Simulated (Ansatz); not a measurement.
Consider CHBO.

```tsv
atom	x (Å)	y (Å)	z (Å)
B	0.0905	0.5645	-0.4374
C	0.1387	-0.6176	0.4075
O	0.7602	-1.1660	1.3782
H	1.3929	-1.8403	1.0700
```

Geometry: PBE0-D4/def2-TZVP.

These are results of RKS PBE0-D4/def2-TZVPP (Ansatz 0.2.0), not measurements.

**What will maps of the electron density and electron localisation function show?**

C–O (1.28 Å): ρ at the midpoint is about 2.8 e/Å³; the ELF peaks at about 0.90 between the atoms: a polar covalent bond.
C–B (1.45 Å): ρ is about 1.5 e/Å³ halfway; the ELF peaks at about 0.90 between the atoms (localised, covalent bonding).

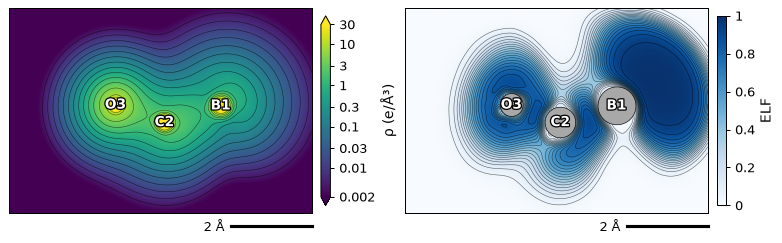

Computed electron density and electron localisation function on the plane of atoms B1, C2 and O3, in this order. Grey discs cover the atomic cores in the ELF map. 
